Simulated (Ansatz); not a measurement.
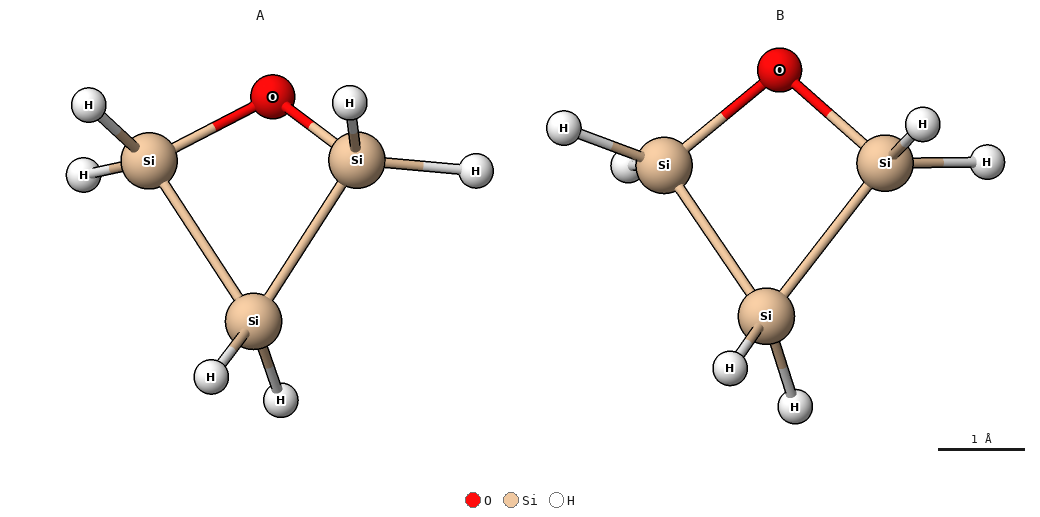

Two geometries of Si$_{3}$H$_{6}$O, drawn at one scale. One is the start of a relaxation, the other its converged end. Style: ball-and-stick. Shown at a tilt.

Level of theory: Ansatz, UKS revPBE-D4/STO-3G. Settings: collinear spin; force threshold 0.02 eV/Å; at most 50 steps.

Which one is relaxed?

Answer. Structure B is the relaxed one. The run prepares an end point of a later path (hydrogen shift) calculation, from a guessed geometry. The atom that moves furthest after the best rigid fit is an H atom (0.69 Å). Largest moves by element: H 0.69 Å, O 0.61 Å, Si 0.15 Å. Some distances before and after: O–Si 1.664 → 1.769 Å, H–Si 1.526 → 1.460 Å, H–Si 1.414 → 1.469 Å, Si–Si 2.316 → 2.269 Å. Among the angles between lasting bonds that change: H–Si–H 115.4° → 106.0°, H–Si–H 115.2° → 108.9°, H–Si–H 112.2° → 106.0°. Groups turn about O–Si by about 30°, O–Si by about 30°, Si–Si by about 25°. The energy falls by 0.884 eV in 10 accepted moves (11 points after the start). The largest force component goes from 3.6 to 0.011 eV/Å. The line search rejected the trial step at point 2 of the run.

Limits of the set-up: STO-3G is a minimal basis, so the numbers are rough.
